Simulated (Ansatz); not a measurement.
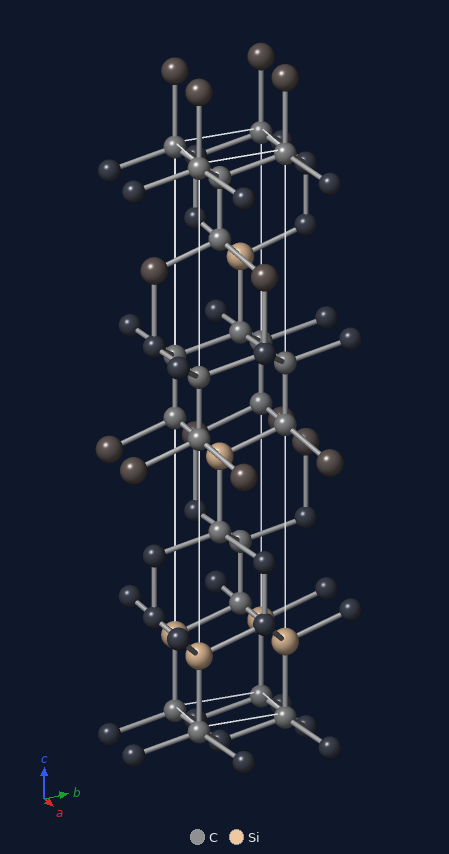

A ball-and-stick rendering, viewed slightly off an axis. The parallelepiped is the conventional unit cell. The first bonded neighbours in the surrounding cells are also shown, in fainter colours.

SiC$_{3}$, space group R3m (No. 160), a = 2.831 Å, b = 2.831 Å, c = 14.010 Å, α = 90.00°, β = 90.00°, γ = 120.00°. The initial geometry was a structure type filled with these elements by a generator (whether the compound takes this form wasn't checked). Earlier steps of the study, as a rule a relaxation of our own, may have changed the cell and positions, so they can lie some per cent off the listed ones. It went into a calculation with Ansatz.

This one geometry was computed with Ansatz (DFT, plane waves, PAW) at four levels of theory: PBE0, r2SCAN, PBE and HSE06. It was relaxed beforehand with r2SCAN.

Q: Which level gives the highest pressure at this volume, and what does that say about its equilibrium volume?

A: Highest: PBE (3.3 GPa), which points to the largest equilibrium volume. Lowest, with the smallest volume: PBE0 (-3.5 GPa) and HSE06 (-3.3 GPa). Levels within 0.5 GPa of each other can't be told apart.

Q: How does the band gap change with the level of theory?

A: PBE: a gap of 1.59 eV, indirect; r2SCAN: a gap of 1.84 eV, indirect; HSE06: a gap of 2.49 eV, indirect; PBE0: a gap of 3.22 eV, indirect.

Q: Collect the results in a table.

A:
| level | cutoff (eV) | k-mesh of the run's cell | gap (eV) | pressure (GPa) |
| --- | --- | --- | --- | --- |
| PBE0 | 420 | 8×8×8 | 3.22 | -3.5 |
| r2SCAN | 500 | 10×10×10 | 1.84 | 0.0 |
| PBE | 420 | 10×10×10 | 1.59 | 3.3 |
| HSE06 | 420 | 8×8×8 | 2.49 | -3.3 |

Gaps are taken on the k-mesh or band path of each run.
